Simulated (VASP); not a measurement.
Band structure of NiAl (CsCl type). These are LDA (Ceperley-Alder, Perdew-Zunger), VASP's LDA PAW potentials (set 64) (plane waves; VASP) values and carry that method's errors.

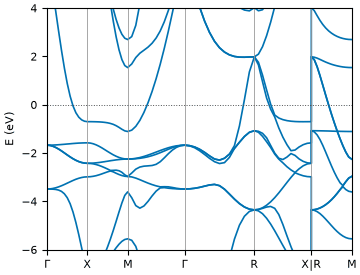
Figure. Bands along high-symmetry lines, zero at the valence-band maximum or, without a gap, the Fermi level

Task: Read the plot: is there a gap, and where are the band edges?

Result: It has no gap at this level: it comes out as a metal or semimetal. (Edges off the drawn lines would not show.)

The compound is NiAl in the CsCl type structure. It was relaxed first, which changed the volume by -6 %. The run is not spin-polarised, so no magnetic state was tried. The electron count is odd and the run is not spin-polarised, which forces a metal.
